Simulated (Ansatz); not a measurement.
A series of calculations on BSiH₆OF

Part 1: Relaxation

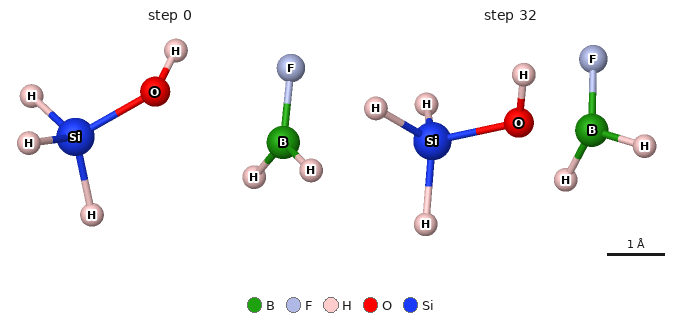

The structure of BSiH$_{6}$OF before (left) and after (right) a relaxation, at one scale.

Style: ball-and-stick. Shown face on.

The run prepares an end point of a later path (reaction) calculation, from a guessed geometry.

Method: Ansatz 0.2.0, RKS PBE0-D4/6-31G*.

Input file:
```yaml
crystal:
  periodic: [false, false, false]
  atoms:
    - { symbol: B, position_ang: [0.088083, 0.447271, -0.008342] }
    - { symbol: F, position_ang: [0.045032, 0.538368, 1.317288] }
    - { symbol: H, position_ang: [1.150927, 0.594014, -0.540485] }
    - { symbol: H, position_ang: [-0.955476, 0.328944, -0.586546] }
    - { symbol: O, position_ang: [0.182772, -2.053177, 0.71364] }
    - { symbol: Si, position_ang: [-0.725593, -3.169787, -0.126864] }
    - { symbol: H, position_ang: [0.122942, -4.367051, -0.3566] }
    - { symbol: H, position_ang: [-1.95287, -3.569003, 0.621576] }
    - { symbol: H, position_ang: [-1.133311, -2.630394, -1.452075] }
    - { symbol: H, position_ang: [-0.169806, -1.566684, 1.490707] }
basis:
  gaussian: { orbitals: "6-31G*" }
hamiltonian:
  xc: pbe0
  dispersion: d4
relax:
  f_tol: 0.03
  max_steps: 50
```

Command:
```bash
ansatz run input.yaml --threads 1 --pin off --max-ram 2048MiB --backend cpu --events-out ev --progress --plain --runs-dir out
```

What changed between the two?

H10 moves most after the best rigid fit: 1.27 Å. By element the largest moves are H 1.27 Å, F 0.80 Å, O 0.71 Å, B 0.60 Å, Si 0.35 Å. Among the contacts that change: B1–O5 2.604 → 1.713 Å, B1–Si6 3.709 → 2.851 Å, O5–Si6 1.667 → 1.721 Å, B1–F2 1.329 → 1.374 Å. Bond angles that change, for instance: H3–B1–H4 124.8° → 118.1°, Si6–O5–H10 122.3° → 116.5°, O5–Si6–H9 110.8° → 106.2°. Groups turn about O5–Si6 by about 100°. Over 27 accepted moves (32 points after the start) the energy falls by 0.321 eV. Largest force component: 0.76 eV/Å at the start, 0.0093 eV/Å at the end. The line search rejected the trial steps at points 1, 10, 16, 20, 27 of the run.

Part 2: Relaxation

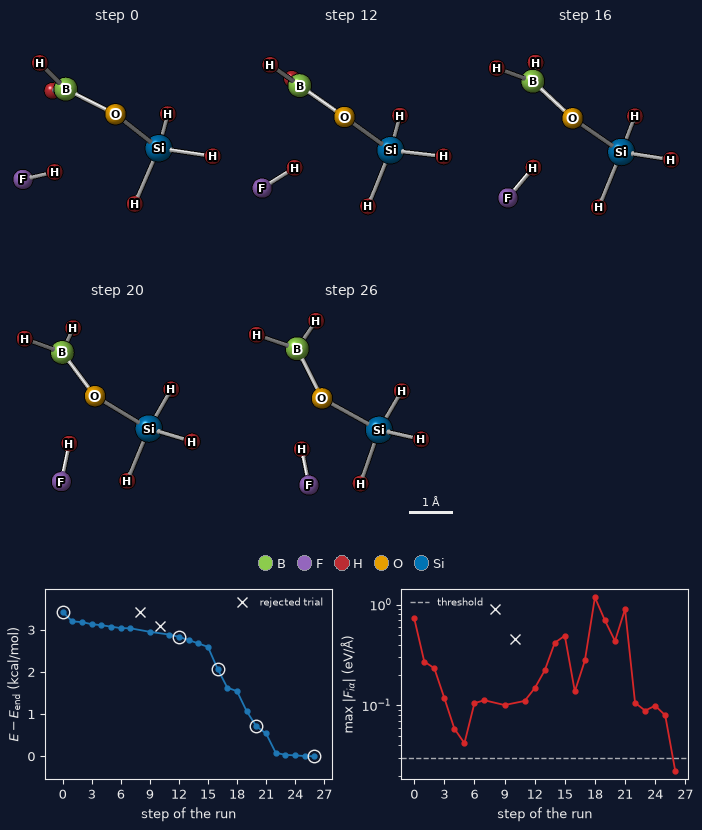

Frames of a relaxation of BSiH6OF, marked on the history of the run. The picture is a ball-and-stick view, seen at a tilt.

The run prepares an end point of a later path (reaction) calculation, from a guessed geometry.

Theory: Ansatz 0.2.0, RKS PBE0-D4/6-31G*.

Input
```yaml
crystal:
  periodic: [false, false, false]
  atoms:
    - { symbol: B, position_ang: [0.097411, -0.347466, -0.390554] }
    - { symbol: F, position_ang: [-0.367485, -0.200108, 2.081222] }
    - { symbol: H, position_ang: [0.981956, 0.450086, -0.277483] }
    - { symbol: H, position_ang: [-0.979025, -0.064068, -0.843583] }
    - { symbol: O, position_ang: [0.390186, -1.667593, -0.083389] }
    - { symbol: Si, position_ang: [-0.715384, -2.915801, -0.300871] }
    - { symbol: H, position_ang: [0.050839, -4.181506, -0.194585] }
    - { symbol: H, position_ang: [-1.755294, -2.873145, 0.760376] }
    - { symbol: H, position_ang: [-1.35215, -2.810949, -1.639606] }
    - { symbol: H, position_ang: [0.301646, -0.836952, 1.960774] }
basis:
  gaussian: { orbitals: "6-31G*" }
hamiltonian:
  xc: pbe0
  dispersion: d4
relax:
  f_tol: 0.03
  max_steps: 50
```

Run as
```bash
ansatz run input.yaml --threads 1 --pin off --max-ram 2048MiB --backend cpu --events-out ev --progress --plain --runs-dir out
```

> What happens along the run?

The atom that moves furthest after the best rigid fit is F2 (1.64 Å). By element the largest moves are F 1.64 Å, H 1.28 Å, O 0.77 Å, B 0.45 Å, Si 0.36 Å. Near-neighbour distances that change, for instance: B1–O5 1.387 → 1.358 Å, O5–Si6 1.682 → 1.701 Å, F2–H10 0.932 → 0.942 Å, Si6–H8 1.486 → 1.480 Å. Among the angles between lasting bonds that change: B1–O5–Si6 122.6° → 128.7°, O5–Si6–H8 110.3° → 108.2°. Groups turn about O5–Si6 by about 40°. Over 24 accepted moves (26 points after the start) the energy falls by 3.42 kcal/mol. Largest force component: 0.73 eV/Å at the start, 0.022 eV/Å at the end. The line search rejected the trial steps at points 8, 10 of the run. From step 0 to 12: H4 moves most (0.32 Å), energy −0.59 kcal/mol. From step 12 to 16: F and H atoms move most (0.45 Å), energy −0.76 kcal/mol. From step 16 to 20: F2 moves most (0.62 Å), energy −1.36 kcal/mol. From step 20 to 26: F2 moves most (0.35 Å), energy −0.71 kcal/mol.

```csv
step,"E − E(0), kcal/mol","largest force component, eV/Å",note
0,0.00,0.7293,
1,-0.22,0.2720,
2,-0.24,0.2334,
3,-0.29,0.1180,
4,-0.31,0.0586,
5,-0.35,0.0420,
6,-0.38,0.1052,
7,-0.39,0.1122,
8,0.00,0.8984,rejected
9,-0.47,0.1006,
10,-0.33,0.4546,rejected
11,-0.54,0.1105,
12,-0.59,0.1477,
13,-0.67,0.2220,
14,-0.75,0.4176,
15,-0.83,0.4910,
16,-1.35,0.1374,
17,-1.80,0.2787,
18,-1.88,1.1785,
19,-2.36,0.6959,
20,-2.71,0.4345,
21,-2.88,0.9028,
22,-3.34,0.1060,
23,-3.39,0.0886,
24,-3.40,0.0991,
25,-3.42,0.0797,
26,-3.42,0.0224,
```

Limits of the set-up: the start holds two separate molecules, 2.2 Å apart at their closest, whose relative position is a soft coordinate.

Part 3: Path

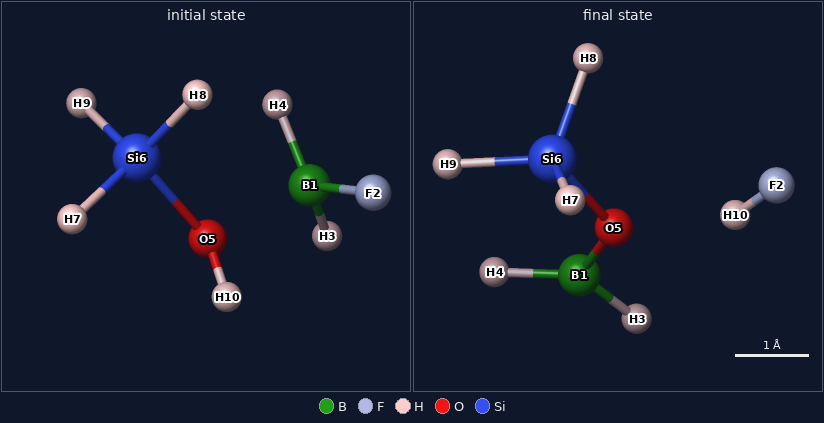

The two relaxed end points of a path for BSiH$_{6}$OF. A ball-and-stick model, seen at a tilt.

All numbers below come from RKS PBE0-D4/6-31G* (Ansatz 0.2.0).

Settings: 5 movable images; climbing image; force threshold 0.05 eV/Å; iteration limit 60.

Start:
```xyz
10

B    -0.1431   -0.0731    0.1582
F    -0.6268    0.0774    1.4351
H     0.8425    0.5681   -0.1101
H    -0.9894   -0.2147   -0.7071
O     0.4651   -1.6745    0.1977
Si   -0.7476   -2.8404   -0.1633
H    -0.1996   -4.1287    0.3374
H    -2.0129   -2.5134    0.5287
H    -0.8841   -2.8511   -1.6333
H     0.9486   -1.7971    1.0290
```

End:
```xyz
10

B     0.0830   -0.1471   -0.7585
F     0.1798   -1.6946    2.6772
H     0.6310    0.8438   -0.3667
H    -0.2912   -0.2777   -1.8939
O    -0.1171   -1.1467    0.1385
Si   -0.8708   -2.6534   -0.0968
H     0.0928   -3.7084    0.2876
H    -2.0881   -2.6970    0.7443
H    -1.2233   -2.7633   -1.5367
H     0.2566   -1.2031    1.8773
```

### Predict the minimum-energy path and its barrier.

Forward barrier 0.79 eV, backward barrier 0.42 eV, with image 2 at the top; the reaction energy is +0.37 eV. Breaking: B1–F2 (1.37 → 1.64 at the top → 3.77 Å), O5–H10 (0.97 → 1.31 at the top → 1.78 Å). Forming: B1–O5 (1.71 → 1.51 at the top → 1.36 Å), F2–H10 (2.48 → 1.10 at the top → 0.94 Å). The band is converged. At the top, the vibrational analysis gives one imaginary mode (807i cm⁻¹), as a transition state must have.

Energies of the converged images:

```csv
image,path (Å),E (eV)
0,0.00,0.000
1,2.16,0.084
2,4.32,0.785
3,5.65,0.463
4,6.99,0.447
5,8.32,0.427
6,9.66,0.365
```

The geometry at the top of the path:

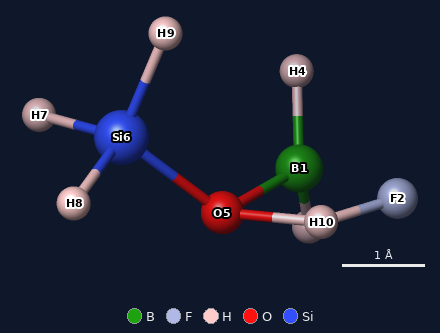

Cost: 8.4 min on 1 thread of Arm Neoverse V2, with other jobs on the host, peak memory 0.15 GiB.
